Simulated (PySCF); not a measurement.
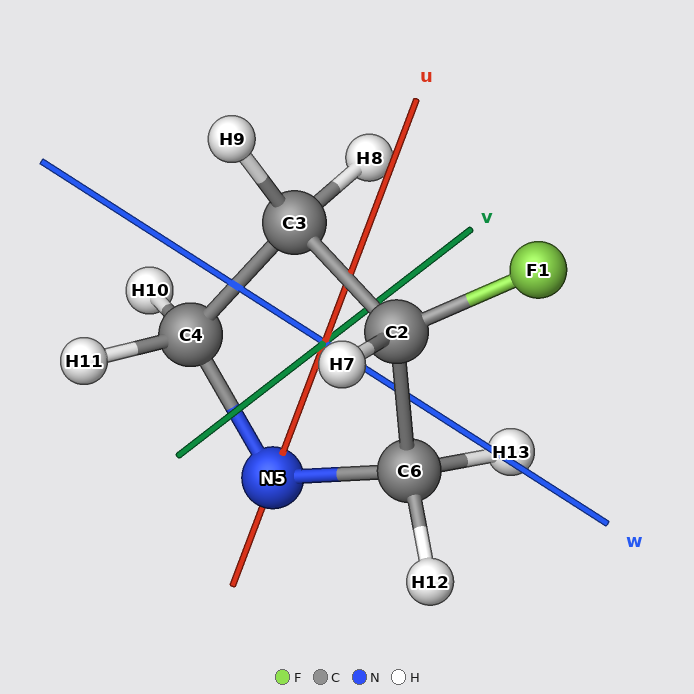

The lines u, v and w are the principal axes of the g tensor. Charge 0, doublet. The geometry was computed by an optimisation with PBE0-D3(BJ)/def2-SVP. No frequency run is at hand to confirm it as a minimum. Properties computed with UKS B3LYP, IGLO-III on C F N, pcH-1 on H, non-relativistic, mean-field spin-orbit, GIAO (PySCF 2.14.0).

Along which axis does g lie farthest from the free-electron value?

Along w: the shift is 4428 ppm.

Give the principal values and shifts.

| axis | g | shift (ppm) |
| --- | --- | --- |
| u | 2.00403 | 1713 |
| v | 2.00214 | −178 |
| w | 2.00675 | 4428 |
